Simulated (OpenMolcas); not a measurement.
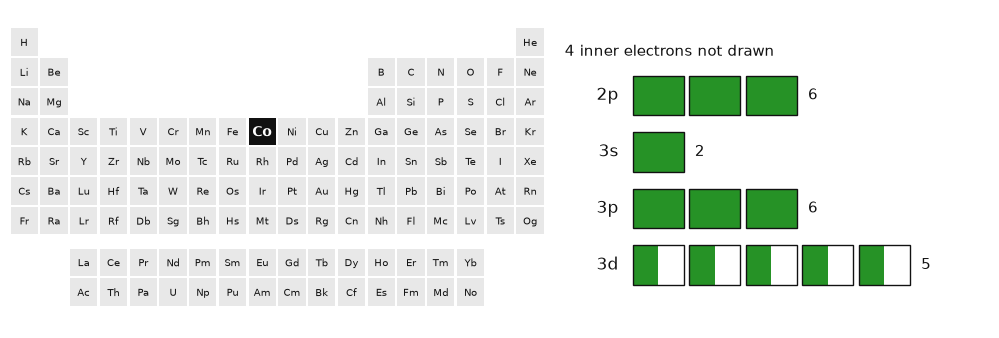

Left, the place of cobalt in the periodic table; right, the outer shells of the leading configuration of the lowest level: a box for each of the 2l + 1 orbitals, shaded by the share of the shell that is filled, with the electron count at the right.

# Multiconfigurational calculation for Co⁴⁺ complex (part 1 of 2)

Co⁴⁺ with 6 ligands (O; octahedron, 1.8 Å), neutralised by 6 outer point charges of +1.3 e, whose field is part of the energies. Computed at this level: state-averaged CASSCF, active space 5 electrons in the shell 3d, basis ANO-RCC-VDZP on the metal and ANO-RCC-VDZP on the ligands, DKH2 scalar Hamiltonian, spin-orbit coupling by RASSI with atomic mean-field integrals (OpenMolcas).

## Results in brief

| quantity | value |
| --- | --- |
| outcome | converged |
| energy of the lowest spin-free term | −1843.04361 hartree |
| energy of the lowest spin-orbit level | −1843.04390 hartree |
| largest spread among components of a term | 0.0 cm⁻¹ |
| hardware | 1 thread of Arm Neoverse V2, 24 GiB of memory available, shared host |
| wall time | 43 s |
| peak memory | 0.18 GiB |

## Notes

Without dynamic correlation the splittings between terms come out too large, often by 20 to 50 %. To bear in mind: small active space favours high spin, ground spin may be wrong; covalent bonds, ligand orbitals missing from the active space; bare point charges leave oxide and sulfide ligands too diffuse, field too small; distances are set from ionic radii, not optimised.

## The input
```
&GATEWAY
Coord
7

Co 0.0 0.0 0.0
O 1.800000 0.000000 0.000000
O 0.000000 1.800000 0.000000
O -1.800000 0.000000 0.000000
O 0.000000 -1.800000 0.000000
O 0.000000 0.000000 1.800000
O 0.000000 0.000000 -1.800000
Basis=Co.ANO-RCC-VDZP,O.ANO-RCC-VDZP
Group=XYZ
NoMove
AngMom=0.0 0.0 0.0
AMFI
RICD
XField
3 Angstrom 0
5.000000 0.000000 0.000000 1.333333
0.000000 5.000000 0.000000 1.333333
0.000000 0.000000 5.000000 1.333333
&SEWARD
&RASSCF
FileOrb=start.orb
Symmetry=1
Spin=6
nActEl=5 0 0
Inactive=18 21
Ras2=5 0
CIRoot=1 1 1
SDav=1
CIMx=300
Iter=150 100
PrWF=0.3
OrbListing=Nothing
MaxOrb=0
LevShft=1.0
>>> COPY $Project.JobIph JOB001
&RASSCF
FileOrb=start.orb
Symmetry=1
Spin=4
nActEl=5 0 0
Inactive=18 21
Ras2=5 0
CIRoot=24 24 1
SDav=24
CIMx=300
Iter=150 100
PrWF=0.3
OrbListing=Nothing
MaxOrb=0
LevShft=1.0
>>> COPY $Project.JobIph JOB002
&RASSCF
FileOrb=start.orb
Symmetry=1
Spin=2
nActEl=5 0 0
Inactive=18 21
Ras2=5 0
CIRoot=75 75 1
SDav=75
CIMx=300
Iter=150 100
PrWF=0.3
OrbListing=Nothing
MaxOrb=0
LevShft=1.0
>>> COPY $Project.JobIph JOB003
&RASSI
NrOfJobIphs=3 1 24 75
1
1 2 3 4 5 6 7 8 9 10 11 12 13 14 15 16 17 18 19 20 21 22 23 24
1 2 3 4 5 6 7 8 9 10 11 12 13 14 15 16 17 18 19 20 21 22 23 24 25 26 27
28 29 30 31 32 33 34 35 36 37 38 39 40 41 42 43 44 45 46 47 48 49 50 51
52 53 54 55 56 57 58 59 60 61 62 63 64 65 66 67 68 69 70 71 72 73 74 75
IphNames
JOB001
JOB002
JOB003
EJob
SpinOrbit
DIPRint=1.0
SOCoupling=1000.0
Subsets=2
Property=9
'ANGMOM' 1 'ANGMOM' 2 'ANGMOM' 3 'MLTPL  1' 1 'MLTPL  1' 2 'MLTPL  1' 3
'AMFI' 1 'AMFI' 2 'AMFI' 3
SOProperty=3
'ANGMOM' 1 'ANGMOM' 2 'ANGMOM' 3
```

The file start.orb holds starting orbitals from an earlier step. A driver script formed the levels outside the program, from RASSI's spin-orbit matrix and the active-space energies, averaged over the components of each term or state.

Run as:
```bash
OMP_NUM_THREADS=1 MOLCAS_MEM=2457 MOLCAS_PROJECT=a pymolcas a.inp > a.log  # once for each step of the input, in one work folder
```

## The program's output (extracts)
```
--- SEWARD ---
Basis set label: CO.ANO-RCC...5S4P2D1F.

      Electronic valence basis set:
      ------------------
      Associated Effective Charge  27.000000 au
      Associated Actual Charge     27.000000 au
      Nuclear Model: Point charge

      Shell  nPrim  nBasis  Cartesian Spherical Contaminant
         s      21       5        X
         p      15       4        X
         d      10       2                 X
         f       6       1                 X
                  Relativistic Douglas-Kroll-Hess integrals:
                    - DKH order of Hamiltonian: 2
                    - DKH order of Properties : 0
                  Atomic mean-field integrals
--- RASSCF ---
Wave function specifications:
      -----------------------------

      Number of closed shell electrons          78
      Number of electrons in active shells       5
      Max number of holes in RAS1 space          0
      Max nr of electrons in RAS3 space          0
      Number of inactive orbitals               39
      Number of active orbitals                  5
      Number of secondary orbitals              74
      Spin quantum number                      2.5
      State symmetry                             1
Orbital specifications:
      -----------------------

      Symmetry species                           1   2
                                                ag  au
      Frozen orbitals                            0   0
      Inactive orbitals                         18  21
      Active orbitals                            5   0
      RAS1 orbitals                              0   0
      RAS2 orbitals                              5   0
      RAS3 orbitals                              0   0
      Secondary orbitals                        34  40
      Deleted orbitals                           0   0
      Number of basis functions                 57  61
      Number of CSFs                             1
      Number of root(s) required                 1
      Iter CI   SX   CI       RASSCF       Energy    max ROT     max BLB   max BLB  Level Ln srch  Step   QN
          iter iter root      energy       change     param      element    value   shift minimum  type update
 Nr of preliminary CI iterations:   1
      Total energies have been shifted. Add                -1000.00 au
        1   1   10    1  -839.25683043    0.00E+00  -9.76E-02   17  51 1 -6.16E-01*  1.92   0.00    SX    NO
        2   1   11    1  -841.71376153   -2.46E+00* -8.45E-02    9  36 2 -3.61E-01*  1.45   0.00    SX    NO
        3   1   12    1  -842.61403529   -9.00E-01* -7.67E-02    9  36 2 -1.80E-01*  1.18   0.00    SX    NO
        4   1   11    1  -842.83734439   -2.23E-01* -4.70E-02    9  36 2 -8.25E-02*  1.05   0.00    SX    NO
        5   1   11    1  -842.90824148   -7.09E-02* -5.03E-02    6  30 1 -5.92E-02*  1.01   2.50    LS   YES
        6   1   11    1  -842.95097177   -4.27E-02* -3.98E-02    6  30 1 -5.00E-02*  0.96   1.70    QN   YES
        7   1   11    1  -842.98312615   -3.22E-02* -3.61E-02    6  30 1 -4.97E-02*  0.94   2.20    LS   YES
        8   1   11    1  -842.99589183   -1.28E-02*  3.56E-02    6  30 1 -4.76E-02*  0.92   1.32    QN   YES
        9   1   11    1  -843.01238092   -1.65E-02*  4.28E-02    6  30 1 -4.38E-02*  0.92   2.50    LS   YES
       10   1   11    1  -843.02361806   -1.12E-02*  4.00E-02    6  30 1 -3.78E-02*  0.91   1.68    QN   YES
        ...
       21   1    6    1  -843.04360913   -1.00E-07*  1.12E-04    6  34 2 -4.77E-05   0.93   1.47    QN   YES
       22   1    6    1  -843.04360917   -3.58E-08* -5.49E-05   18  53 2 -2.80E-05   0.93   1.45    QN   YES
       23   1    6    1  -843.04360918   -1.23E-08* -1.69E-05    8  36 2  1.58E-05   0.93   1.41    QN   YES
       24   1    5    1  -843.04360918   -3.26E-09  -4.80E-06    8  36 2  8.45E-06   0.93   1.35    QN   YES
      Convergence after 24 iterations
       25   1    5    1  -843.04360918   -6.36E-10  -4.80E-06    8  50 1  3.13E-06   0.93   1.35    QN   YES
      Natural orbitals and occupation numbers for root  1
      sym 1:   1.000000   1.000000   1.000000   1.000000   1.000000
::    RASSCF root number  1 Total energy:  -1843.04360918
--- RASSCF ---
Wave function specifications:
      -----------------------------

      Number of closed shell electrons          78
      Number of electrons in active shells       5
      Max number of holes in RAS1 space          0
      Max nr of electrons in RAS3 space          0
      Number of inactive orbitals               39
      Number of active orbitals                  5
      Number of secondary orbitals              74
      Spin quantum number                      1.5
      State symmetry                             1
Orbital specifications:
      -----------------------

      Symmetry species                           1   2
                                                ag  au
      Frozen orbitals                            0   0
      Inactive orbitals                         18  21
      Active orbitals                            5   0
      RAS1 orbitals                              0   0
      RAS2 orbitals                              5   0
      RAS3 orbitals                              0   0
      Secondary orbitals                        34  40
      Deleted orbitals                           0   0
      Number of basis functions                 57  61
      Number of CSFs                            24
      Number of root(s) required                24
      Iter CI   SX   CI       RASSCF       Energy    max ROT     max BLB   max BLB  Level Ln srch  Step   QN
          iter iter root      energy       change     param      element    value   shift minimum  type update
 Nr of preliminary CI iterations:   1
      Total energies have been shifted. Add                -1000.00 au
        1   1   10    0  -842.85748926    0.00E+00  -1.74E-02   22  28 1 -3.23E-02*  0.98   0.00    SX    NO
        2   1   10    0  -842.86161083   -4.12E-03* -1.23E-02   15  19 1 -1.43E-02*  0.98   0.00    SX    NO
        3   1   10    0  -842.86317099   -1.56E-03* -7.77E-03   22  28 1 -9.06E-03*  0.97   0.00    SX    NO
        4   1   10    0  -842.86384699   -6.76E-04* -5.61E-03   14  22 1 -6.52E-03*  0.96   0.00    SX    NO
        5   1   10    0  -842.86416000   -3.13E-04* -8.15E-03   14  22 1 -4.31E-03*  0.96   2.50    LS   YES
        6   1    9    0  -842.86440604   -2.46E-04* -3.93E-03   12  24 1 -3.37E-03*  0.96   1.49    LS   YES
        7   1    9    0  -842.86443611   -3.01E-05* -1.29E-03    9  32 2  3.43E-03*  0.95   1.02    QN   YES
        8   1    9    0  -842.86446124   -2.51E-05*  1.22E-03   12  24 1 -1.84E-03*  0.96   1.02    QN   YES
        9   1    9    0  -842.86447725   -1.60E-05*  1.63E-03   12  30 1 -1.63E-03*  0.96   2.35    LS   YES
       10   1    8    0  -842.86448519   -7.94E-06* -7.25E-04   12  30 1 -1.39E-03*  0.96   1.01    QN   YES
       11   1    8    0  -842.86448878   -3.59E-06* -1.08E-03   12  30 1 -1.08E-03*  0.96   2.50    LS   YES
       12   1    8    0  -842.86449173   -2.95E-06*  9.46E-04   12  30 1 -6.08E-04*  0.96   1.52    QN   YES
       13   1    8    0  -842.86449312   -1.39E-06*  7.09E-04   12  30 1 -2.72E-04*  0.96   1.58    QN   YES
       14   1    8    0  -842.86449389   -7.66E-07* -3.70E-04   15  37 2  1.43E-04*  0.96   1.62    QN   YES
       15   1    7    0  -842.86449424   -3.58E-07*  1.27E-04    7  24 1  1.09E-04*  0.96   1.37    QN   YES
       16   1    6    0  -842.86449433   -8.77E-08* -6.34E-05   12  24 1 -6.34E-05   0.96   1.39    QN   YES
       17   1    6    0  -842.86449435   -2.34E-08* -3.29E-05   12  24 1 -2.75E-05   0.96   1.40    QN   YES
       18   1    6    0  -842.86449436   -7.08E-09  -1.88E-05   15  37 2 -1.27E-05   0.96   1.46    QN   YES
      Convergence after 18 iterations
       19   1    6    0  -842.86449436   -2.29E-09  -1.88E-05    7  24 1 -8.06E-06   0.96   1.46    QN   YES
      Natural orbitals and occupation numbers for root  1
      sym 1:   1.000000   1.981537   0.018463   0.999991   1.000009
      Natural orbitals and occupation numbers for root  2
      sym 1:   0.999992   1.000000   0.018463   1.981537   1.000008
      Natural orbitals and occupation numbers for root  3
      sym 1:   1.981537   1.000000   0.999992   1.000008   0.018463
::    RASSCF root number  1 Total energy:  -1842.98679125
::    RASSCF root number  2 Total energy:  -1842.98679125
::    RASSCF root number  3 Total energy:  -1842.98679124
::    RASSCF root number  4 Total energy:  -1842.95473937
::    RASSCF root number  5 Total energy:  -1842.95473937
::    RASSCF root number  6 Total energy:  -1842.95473937
::    RASSCF root number  7 Total energy:  -1842.91863939
::    RASSCF root number  8 Total energy:  -1842.91292048
::    RASSCF root number  9 Total energy:  -1842.91292046
::    RASSCF root number 10 Total energy:  -1842.88035471
::    RASSCF root number 11 Total energy:  -1842.88035471
::    RASSCF root number 12 Total energy:  -1842.88035471
::    RASSCF root number 13 Total energy:  -1842.87619687
::    RASSCF root number 14 Total energy:  -1842.87619686
::    RASSCF root number 15 Total energy:  -1842.84720884
::    RASSCF root number 16 Total energy:  -1842.81850614
::    RASSCF root number 17 Total energy:  -1842.81850613
::    RASSCF root number 18 Total energy:  -1842.81850613
::    RASSCF root number 19 Total energy:  -1842.76247056
::    RASSCF root number 20 Total energy:  -1842.76247055
::    RASSCF root number 21 Total energy:  -1842.76247055
::    RASSCF root number 22 Total energy:  -1842.73173194
::    RASSCF root number 23 Total energy:  -1842.73173192
::    RASSCF root number 24 Total energy:  -1842.73173190
--- RASSCF ---
Wave function specifications:
      -----------------------------

      Number of closed shell electrons          78
      Number of electrons in active shells       5
      Max number of holes in RAS1 space          0
      Max nr of electrons in RAS3 space          0
      Number of inactive orbitals               39
      Number of active orbitals                  5
      Number of secondary orbitals              74
      Spin quantum number                      0.5
      State symmetry                             1
Orbital specifications:
      -----------------------

      Symmetry species                           1   2
                                                ag  au
      Frozen orbitals                            0   0
      Inactive orbitals                         18  21
      Active orbitals                            5   0
      RAS1 orbitals                              0   0
      RAS2 orbitals                              5   0
      RAS3 orbitals                              0   0
      Secondary orbitals                        34  40
      Deleted orbitals                           0   0
      Number of basis functions                 57  61
      Number of CSFs                            75
      Number of root(s) required                75
      Iter CI   SX   CI       RASSCF       Energy    max ROT     max BLB   max BLB  Level Ln srch  Step   QN
          iter iter root      energy       change     param      element    value   shift minimum  type update
 Nr of preliminary CI iterations:   1
      Total energies have been shifted. Add                -1000.00 au
        1   1    9    0  -842.76151336    0.00E+00  -1.09E-02   19  25 1 -1.67E-02*  0.94   0.00    SX    NO
        2   1   10    0  -842.76318422   -1.67E-03* -7.42E-03   14  19 1 -8.68E-03*  0.94   0.00    SX    NO
        3   1   10    0  -842.76384914   -6.65E-04* -5.16E-03   14  19 1 -6.04E-03*  0.93   0.00    SX    NO
        4   1    9    0  -842.76415322   -3.04E-04* -3.73E-03   14  19 1 -4.36E-03*  0.93   0.00    SX    NO
        5   1    9    0  -842.76430345   -1.50E-04* -5.46E-03   14  19 1 -3.15E-03*  0.93   2.50    LS   YES
        6   1    9    0  -842.76443304   -1.30E-04* -3.76E-03   15  24 1 -2.00E-03*  0.93   1.70    LS   YES
        7   1    9    0  -842.76445946   -2.64E-05*  1.00E-03   15  24 1 -1.77E-03*  0.93   1.02    QN   YES
        8   1    9    0  -842.76447207   -1.26E-05*  1.50E-03   15  24 1 -1.12E-03*  0.93   2.50    LS   YES
        9   1    9    0  -842.76447953   -7.45E-06*  7.91E-04    8  33 2 -1.80E-03*  0.93   1.05    QN   YES
       10   1    8    0  -842.76448479   -5.27E-06*  3.06E-04   15  30 1 -6.98E-04*  0.93   0.90    QN   YES
       11   1    8    0  -842.76448619   -1.40E-06*  3.85E-04   15  30 1 -5.44E-04*  0.93   2.26    LS   YES
       12   1    8    0  -842.76448682   -6.29E-07*  3.14E-04   15  30 1 -3.49E-04*  0.93   1.00    QN   YES
       13   1    7    0  -842.76448719   -3.71E-07*  3.20E-04   15  30 1 -2.30E-04*  0.93   2.02    LS   YES
       14   1    7    0  -842.76448731   -1.25E-07*  1.39E-04    7  34 2  2.23E-04*  0.93   0.99    QN   YES
       15   1    7    0  -842.76448749   -1.74E-07*  2.08E-04   15  24 1 -1.31E-04*  0.93   2.50    LS   YES
       16   1    7    0  -842.76448761   -1.19E-07*  8.93E-05   15  24 1 -1.11E-04*  0.93   1.19    QN   YES
       17   1    7    0  -842.76448764   -3.63E-08*  1.16E-04   15  24 1 -7.17E-05   0.93   2.30    LS   YES
       18   1    7    0  -842.76448766   -1.43E-08* -2.81E-05   15  38 1 -3.54E-05   0.93   0.88    QN   YES
       19   1    6    0  -842.76448767   -1.14E-08* -1.72E-05   15  37 2 -1.70E-05   0.93   1.56    QN   YES
       20   1    5    0  -842.76448767   -4.77E-09  -1.34E-05    8  33 2  9.70E-06   0.93   1.27    QN   YES
      Convergence after 20 iterations
       21   1    5    0  -842.76448767   -1.06E-09  -1.34E-05   15  30 1 -5.83E-06   0.93   1.27    QN   YES
      Natural orbitals and occupation numbers for root  1
      sym 1:   1.915879   1.066081   0.086483   1.916161   0.015395
      Natural orbitals and occupation numbers for root  2
      sym 1:   1.915882   1.916164   0.086481   1.066078   0.015395
      Natural orbitals and occupation numbers for root  3
      sym 1:   1.067006   1.915237   0.015309   1.915236   0.087213
::    RASSCF root number  1 Total energy:  -1842.97456191
::    RASSCF root number  2 Total energy:  -1842.97456191
::    RASSCF root number  3 Total energy:  -1842.97456191
::    RASSCF root number  4 Total energy:  -1842.92594166
::    RASSCF root number  5 Total energy:  -1842.92594166
::    RASSCF root number  6 Total energy:  -1842.92594165
::    RASSCF root number  7 Total energy:  -1842.91568841
::    RASSCF root number  8 Total energy:  -1842.90627819
::    RASSCF root number  9 Total energy:  -1842.90627818
::    RASSCF root number 10 Total energy:  -1842.90627817
::    RASSCF root number 11 Total energy:  -1842.89386337
::    RASSCF root number 12 Total energy:  -1842.89386336
::    RASSCF root number 13 Total energy:  -1842.87088517
::    RASSCF root number 14 Total energy:  -1842.87088517
::    RASSCF root number 15 Total energy:  -1842.87088516
::    RASSCF root number 16 Total energy:  -1842.86365206
::    RASSCF root number 17 Total energy:  -1842.86365206
::    RASSCF root number 18 Total energy:  -1842.86365205
::    RASSCF root number 19 Total energy:  -1842.86061772
::    RASSCF root number 20 Total energy:  -1842.84484214
::    RASSCF root number 21 Total energy:  -1842.84484213
::    RASSCF root number 22 Total energy:  -1842.83732731
::    RASSCF root number 23 Total energy:  -1842.83697676
::    RASSCF root number 24 Total energy:  -1842.83697674
::    RASSCF root number 25 Total energy:  -1842.83697671
::    RASSCF root number 26 Total energy:  -1842.81421743
::    RASSCF root number 27 Total energy:  -1842.81421742
::    RASSCF root number 28 Total energy:  -1842.81086300
::    RASSCF root number 29 Total energy:  -1842.81086299
::    RASSCF root number 30 Total energy:  -1842.81086299
```

(Continued in part 2.)
